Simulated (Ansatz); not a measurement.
## Hypothetical P6_3mc GeSe: thickness series

The reference is GeSe (space group P6_3mc, No. 186; a hypothetical phase, not in the database extracts checked).

```xyz
4
Lattice="4.7103 0.0000 0.0000 -2.3552 4.0793 0.0000 0.0000 0.0000 5.6850" Properties=species:S:1:pos:R:3 pbc="T T T"
Ge     2.3552     1.3598     0.2363
Ge     0.0000     2.7195     3.0788
Se     2.3552     1.3598     3.3179
Se     0.0000     2.7195     0.4755
```

Cartesian axes are those of the cell as printed.

Free-standing slabs (4 atom(s) a layer) normal to the y axis with 15 Å of vacuum; in-plane cell held at bulk.

Method: DFT with PBEsol, PAW potentials and a 420 eV plane-wave cutoff in Ansatz (a first-principles code), scalar-relativistic without spin-orbit coupling.

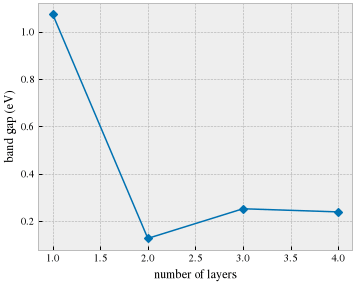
Figure. Band gap against number of layers

```
number of layers  band gap
----------------  --------
1                  1.07 eV
2                  0.13 eV
3                  0.25 eV
4                  0.24 eV
```

Gaps are Kohn–Sham eigenvalue differences; semilocal functionals usually give less than the measured gap. Stability against distortions was not tested. A zero or small gap of GeSe can be the functional's error rather than a property of the material.
